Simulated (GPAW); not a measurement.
# Surface energy and work function of Zn(0001) from slabs of 3 to 12 layers (RPBE)

How do energy and work function of Zn(0001) films settle with thickness, and what surface energy follows?

Set-up. GPAW 26.7.0, plane waves at 450 eV with PAW setups; symmetric 1×1 slabs cut at the tabulated lattice constant (two decimals; low-temperature values for the alkali metals), atoms at bulk places, 7.5 Å of vacuum on each side, one in-plane mesh for all thicknesses, Fermi-Dirac smearing of 0.1 eV. Energies are extrapolated to zero smearing and count from the program's reference atoms. Functional RPBE. The cell's area is 6.128 Å².

Results, with one row withheld:

| layers | energy (eV) | work function (eV) |
| --- | --- | --- |
| 3 | −2.2203 | 4.07 |
| 4 | −3.0514 | 3.92 |
| 5 | −3.8072 | 3.87 |
| 6 | −4.5990 | 3.97 |
| 7 | −5.3980 | 4.01 |
| 8 | −6.1863 | 3.97 |
| 9 | −6.9787 | 3.92 |
| 10 | −7.7711 | 3.94 |
| 11 | −8.5711 | 3.96 |
| 12 | ? | ? |

**Question.** What surface energy do these runs give, and what energy and work function should the 12-layer slab have?

**Working.** A slab of n layers has E(n) = nε + 2Aγ once its middle is bulk-like. A line through n = 6 to 11 has the slope ε = −0.7935 eV a layer and the intercept 2Aγ = 0.1606 eV (r.m.s. residual 2.8 meV). So γ = 0.1606 / (2 × 6.128 Å²) = 0.0131 eV/Å² = 0.21 J/m², with a standard error of about 0.01 J/m² from the scatter about the line. For 12 layers: 0.1606 + 12 × (−0.7935) = −9.361 eV; the run gives −9.367 eV, 5.9 meV under the line. The work function has no such law: from 6 to 11 layers it moves between 3.92 and 4.01 eV (mean 3.96), and the 12-layer slab gives 3.96 eV. The thinnest slab, 3 layers, lies +0.11 eV from that mean. The values go up and down with thickness, as expected where levels confined across the film cross the Fermi level one by one.

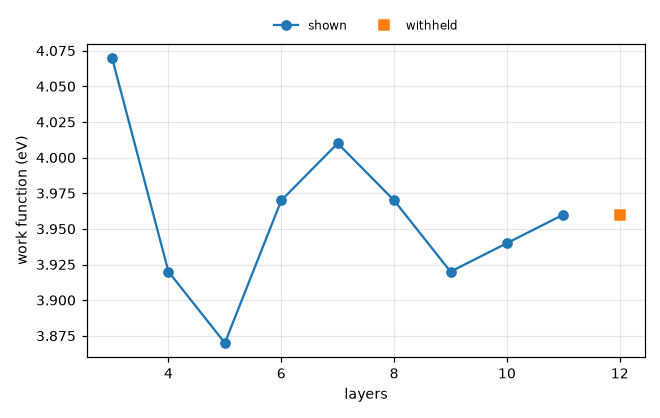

Work function against thickness.

**Limits.** The surfaces are unrelaxed, so γ is an upper bound for this functional and lattice constant. The tabulated lattice constant isn't the functional's own, which strains the slab a little.
